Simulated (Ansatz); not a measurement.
# HO2Si (doublet): what the fields show

```xyz
4

O     1.5749    0.5431   -0.2662
Si    0.0279   -0.0491    0.0214
O    -1.2653    0.7507   -0.3267
H     2.2923   -0.0707    0.0042
```

The calculation used UKS BLYP-D4/6-31G* in Ansatz.

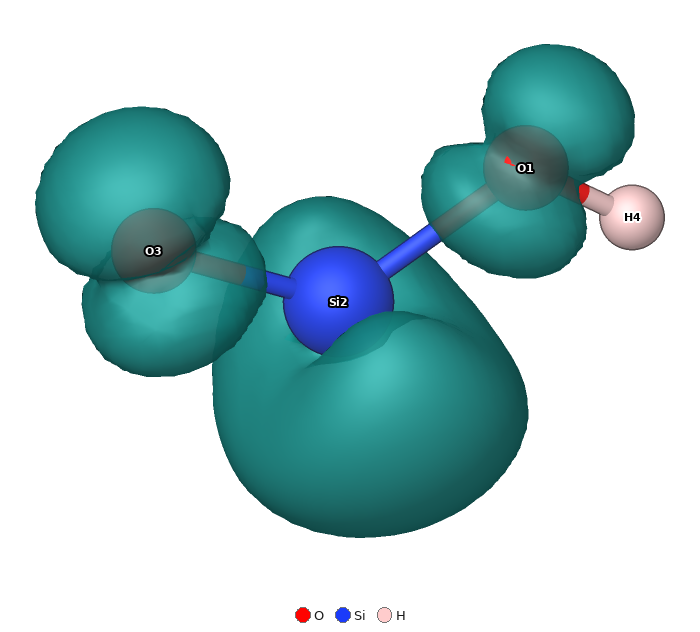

Figure 1. Isosurfaces of the spin density (α minus β) at +0.02 (teal) and −0.02 e/Å³ (pink), seen at a tilt.

Q: Where is the unpaired spin?

A: The unpaired spin (1 electron) lies mostly on Si2 (about 0.6), O3 (about 0.3) and O1 (about 0.1), in electrons by Hirshfeld's partition.

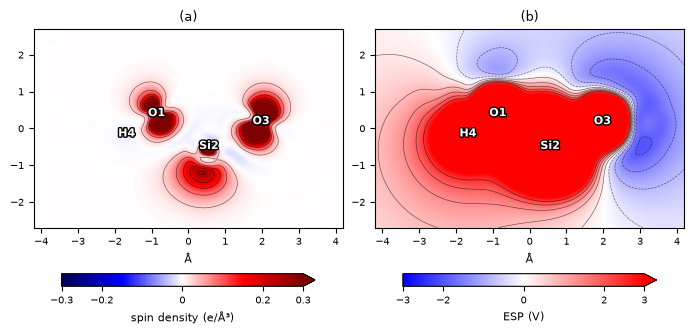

Figure 2. (a) spin density (α minus β); (b) electrostatic potential on the molecular plane.

Q: Describe what can be read from this map.

A:
- The plane passes through O, Si and H nuclei.
- Outside the dense part of the molecule the potential is most negative (−2.0 V) near O3.

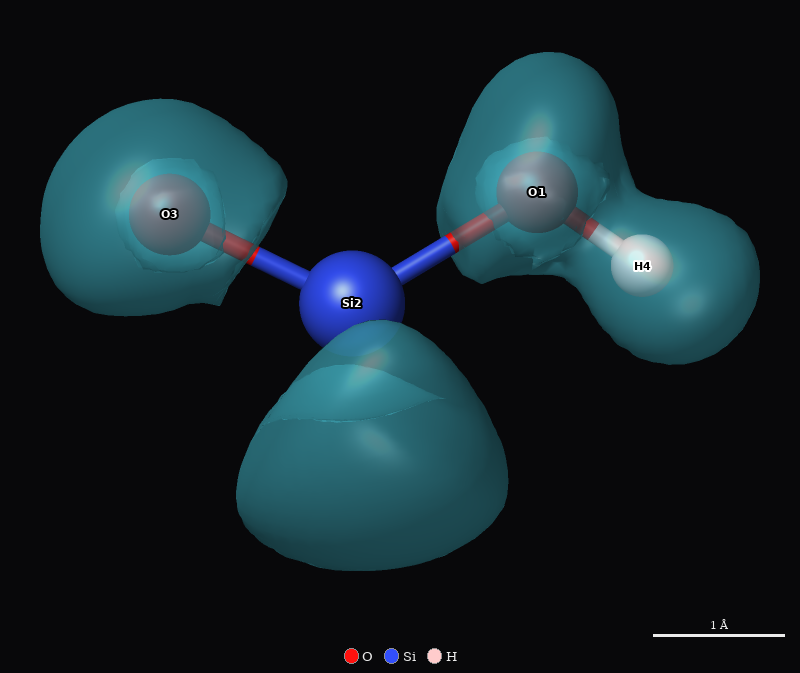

Figure 3. Isosurface of the ELF at 0.75 (cyan), seen across its widest extent. Only the valence region is drawn (cores and ρ < 0.01 e/Å³ removed).

Q: What do the ELF domains correspond to?

A: At this value the surface marks out one lobe on Si, pointing away from the bonds (non-bonding electrons), one region wrapped around O (its lone pairs, merged into a ring or cap) and one joined region spread over several atoms (H, O), in which their bonds and any lone pairs are merged. Along the contacts the grid gives the following. Si–O (1.56 Å): the ELF peaks at about 0.80 between the atoms: a shared but strongly polarised pair. O–H (0.98 Å): the ELF climbs to about 1 towards the hydrogen, as it does in any bond to H (a covalent bond by its length).
